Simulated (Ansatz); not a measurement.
**One shape, several levels: AlH (SMILES [AlH])**

Wanted: a comparison of 6 runs (CAM-B3LYP/3-21G, UB3LYP/3-21G, HSE06/cc-pVTZ, UB3LYP/cc-pVTZ, RPA@PBE/3-21G, CCSD(T)/3-21G) of AlH. 

The calculation is run with Ansatz 0.2.0.

45 further runs of the same task are left out: 45 set aside as unsound or not needed.

## (1) The structure to begin with

AlH: 2 atoms, total charge 0, spin state singlet. SMILES: `[AlH]`. The H2–Al1 distance was set to 3.330 Å, away from the relaxed value.

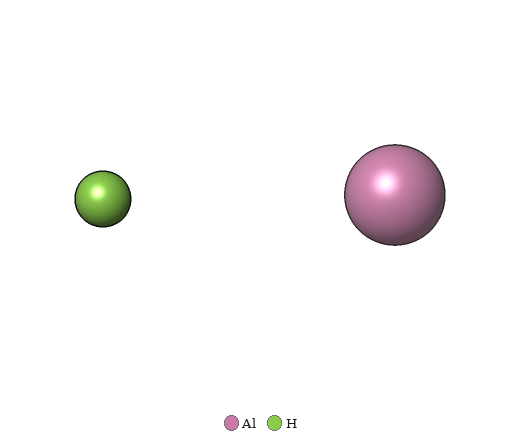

Viewed from a chosen angle; aluminium pink, hydrogen green.

## (2) The energy at CAM-B3LYP/3-21G (run 1)

File molecule.yaml:

```yaml
crystal:
  periodic: [false, false, false]
  atoms:
    - {symbol: Al, position_ang: [-0.000000, 0.000000, -1.690390]}
    - {symbol: H, position_ang: [0.000000, -0.000000, 1.639110]}
basis:
  gaussian:
    orbitals: 3-21G.json
hamiltonian:
  xc: {name: CAM-B3LYP}
accuracy: high
```

The basis set 3-21G is read from a file made from the Basis Set Exchange's data (not shown).

Run with:

```console
$ ansatz run molecule.yaml --threads 1 --pin off --max-ram 3480MiB --events-out events.jsonl --progress --plain --runs-dir runs
```

Output:

```text
Warning: RAYON_NUM_THREADS=1 ignored (pool sized by the plan → 1); use --threads N
Functional definition: CAM-B3LYP
  name "CAM-B3LYP"
  parameter alpha = 0.19
  parameter beta = 0.46
  parameter omega = 0.33/bohr
  parameter ac = 0.81
  exchange = (1 - alpha - beta)*b88_x + beta*b88_x_sr(omega) + alpha*exact_x + beta*exact_x_lr(omega)
  correlation = (1 - ac)*vwn5_c + ac*lyp_c
275 factors; integrals over basis functions are off by at most 4.5e-9 eV
135 factors; integrals over basis functions are off by at most 1.8e-9 eV
mean field evaluation 1: about -6569.3946 eV, gradient 1.5e1 eV
mean field evaluation 2: about -6565.5130 eV, gradient 2.0e1 eV
mean field evaluation 4: about -6572.0214 eV, gradient 7.5e-1 eV
mean field evaluation 8: about -6572.0260 eV, gradient 7.5e-2 eV
mean field evaluation 16: about -6572.0260 eV, gradient 1.1e-7 eV
mean field -6572.02602778 eV, -241.5175018418 hartree, gradient 4.5e-9 eV, S^2 0.000000; 0 other end points of the search recorded, 0 dependent functions left out
reference -6572.02604118 eV, -241.5175023342 hartree; 7, 7 occupied and 8, 8 virtual orbitals, 275 factors
Total energy: -6572.02604118 eV, -241.5175023342 hartree
```

It took 0.5 s on 1 thread of Arm Neoverse V2, shared host.

## (3) A single-point energy at UB3LYP/3-21G (run 2)

File input.yaml:

```yaml
crystal:
  periodic: [false, false, false]
  atoms:
    - {symbol: Al, position_ang: [-0.000000, 0.000000, -1.690390]}
    - {symbol: H, position_ang: [0.000000, -0.000000, 1.639110]}
basis:
  gaussian: {orbitals: 3-21G.json}
magnetization: {spin_polarized: true, initial_magnetization: 0}
hamiltonian: {xc: {name: B3LYP}}
accuracy: high
```

The basis set 3-21G is read from a file made from the Basis Set Exchange's data (not shown).

Run with:

```console
$ ansatz run input.yaml --threads 1 --pin off --max-ram 3480MiB --events-out events.jsonl --progress --plain --runs-dir runs
```

Output:

```text
Warning: RAYON_NUM_THREADS=1 ignored (pool sized by the plan → 1); use --threads N
Functional definition: B3LYP
  name "B3LYP"
  parameter a0 = 0.2
  parameter ax = 0.72
  parameter ac = 0.81
  exchange = (1 - a0 - ax)*slater_x + ax*b88_x + a0*exact_x
  correlation = (1 - ac)*vwn_rpa_c + ac*lyp_c
275 factors; integrals over basis functions are off by at most 4.5e-9 eV
mean field evaluation 1: about -6569.9933 eV, gradient 1.1e1 eV
mean field evaluation 2: about -6559.4803 eV, gradient 1.2e1 eV
mean field evaluation 4: about -6571.3843 eV, gradient 8.3e0 eV
mean field evaluation 8: about -6573.0082 eV, gradient 1.0e-1 eV
mean field evaluation 16: about -6573.0084 eV, gradient 1.2e-5 eV
mean field evaluation 32: about -6573.2005 eV, gradient 2.6e-8 eV
mean field evaluation 64: about -6573.2005 eV, gradient 7.0e-5 eV
mean field -6573.20048590 eV, -241.5606623814 hartree, gradient 1.2e-8 eV, S^2 0.539089; 7 other end points of the search recorded, 0 dependent functions left out
reference -6573.20051354 eV, -241.5606633973 hartree; 7, 7 occupied and 8, 8 virtual orbitals, 275 factors
Total energy: -6573.20051354 eV, -241.5606633973 hartree
```

Wall time 2.5 s (1 thread of Arm Neoverse V2, shared host).

Runs 3 to 4 aren't shown in full; the table further down has their settings and results.

## (4) A single-point energy at RPA@PBE/3-21G (run 5)

Changes to molecule.yaml since step 2:

```diff
@@ -8,4 +8,7 @@
     orbitals: 3-21G.json
+accuracy: high
+correlation:
+  method: rpa
+  frozen_orbitals: {Al: 5, H: 0}
 hamiltonian:
-  xc: {name: CAM-B3LYP}
-accuracy: high
+  xc: pbe
```

The basis set 3-21G is read from a file made from the Basis Set Exchange's data (not shown).

Run with:

```console
$ ansatz run molecule.yaml --threads 1 --pin off --max-ram 3480MiB --events-out events.jsonl --progress --plain --runs-dir runs
```

Output (excerpt; [...] marks lines left out):

```text
Warning: RAYON_NUM_THREADS=1 ignored (pool sized by the plan → 1); use --threads N
Functional definition: PBE
  name "PBE"
[...]
275 factors; integrals over basis functions are off by at most 4.5e-9 eV
[...]
mean field -6568.56289977 eV, -241.3902342346 hartree, gradient 5.4e-8 eV, S^2 0.000000; 0 other end points of the search recorded, 0 dependent functions left out; unrestricted orbitals would lower it
unrestricted determinant -6559.34909268 eV, -241.0516330694 hartree, S^2 0.8897
5 core orbitals not correlated: weight in the atoms' cores, before any rotation towards them, 1.000 or more for the frozen orbitals, at most 0.000 for the correlated occupied ones
reference -6557.70803645 eV, -240.9913253654 hartree; 2, 2 occupied and 8, 8 virtual orbitals, 275 factors
Total energy: -6561.23434156 eV, -241.1209146881 hartree
```

Run time: 0.54 s. Hardware: 1 thread of Arm Neoverse V2, shared host.

## (5) The energy at CCSD(T)/3-21G (run 6)

File job.yaml:

```yaml
crystal:
  periodic: [false, false, false]
  atoms:
    - {symbol: Al, position_ang: [-0.000000, 0.000000, -1.690390]}
    - {symbol: H, position_ang: [0.000000, -0.000000, 1.639110]}
basis:
  gaussian:
    orbitals: 3-21G.json
correlation:
  method: ccsd_t
  frozen_orbitals: {Al: 5, H: 0}
accuracy: high
scf:
  omitted_lower_state_checks: [cluster_reference, increment]
```

The basis set 3-21G is read from a file made from the Basis Set Exchange's data (not shown).

Run with:

```console
$ ansatz run job.yaml --threads 1 --pin off --max-ram 3480MiB --events-out events.jsonl --progress --plain --runs-dir runs
```

Output (excerpt; [...] marks lines left out):

```text
Warning: RAYON_NUM_THREADS=1 ignored (pool sized by the plan → 1); use --threads N
Functional definition: HF
  name "HF"
[...]
275 factors; integrals over basis functions are off by at most 4.5e-9 eV
[...]
mean field -6558.02866559 eV, -241.0031082690 hartree, gradient 1.1e-8 eV, S^2 0.000000; 3 other end points of the search recorded, 0 dependent functions left out; unrestricted orbitals would lower it
5 core orbitals not correlated: weight in the atoms' cores, before any rotation towards them, 1.000 or more for the frozen orbitals, at most 0.000 for the correlated occupied ones
reference -6558.02866559 eV, -241.0031082690 hartree; 2, 2 occupied and 8, 8 virtual orbitals, 275 factors
second order -1.30375710 eV of doubles, -0.00000000 eV of singles
cycle   1  -1.67424203 eV  change   -5.2e-1 eV  update   1.3e-1
[...]
cycle  24  -2.42018792 eV  change  -2.2e-10 eV  update  5.0e-11
perturbative correction -0.03960235 eV, -0.0014553594 hartree
WARN: these amplitudes may be one of several solutions (largest doubles amplitude 0.48, level shift 1.32 eV)
Total energy: -6560.48845586 eV, -241.0935038940 hartree
Checks for a lower state left out: cluster_reference, increment
```

Run time: 0.16 s. Hardware: 1 thread of Arm Neoverse V2, shared host.

## (6) All runs side by side

| run | level | frozen core orbitals | energy (Eh) | wall time |
| --- | --- | --- | --- | --- |
| 1 | CAM-B3LYP/3-21G | – | -241.517502 | 0.5 s |
| 2 | UB3LYP/3-21G | – | -241.560663 | 2.5 s |
| 3 | HSE06/cc-pVTZ | – | -242.756100 | 0.99 s |
| 4 | UB3LYP/cc-pVTZ | – | -242.914727 | 4.5 s |
| 5 | RPA@PBE/3-21G | 5 | -241.120915 | 0.54 s |
| 6 | CCSD(T)/3-21G | 5 | -241.093504 | 0.16 s |

## (7) What came out

| quantity | value |
| --- | --- |
| run 6: total energy | -241.09350 Eh |
| run 6: correlation energy (5 core orbitals frozen) | -90.4 mEh |
| run 6: (T) correction | -1.46 mEh |
| run 6: T1 diagnostic | 0.086 |

Totals of different functionals can't be ranked against each other. In run 6 the T1 diagnostic is large, so a single reference may not serve. In runs 5, 6 the log says that unrestricted orbitals would lower the reference, so the values rest on an unstable closed-shell determinant (other closed-shell runs at this shape may share the fault). Spin contamination of the reference: run 2 ⟨S²⟩ = 0.54, run 4 ⟨S²⟩ = 0.45. All runs together took 9.2 s, the longest 4.5 s.
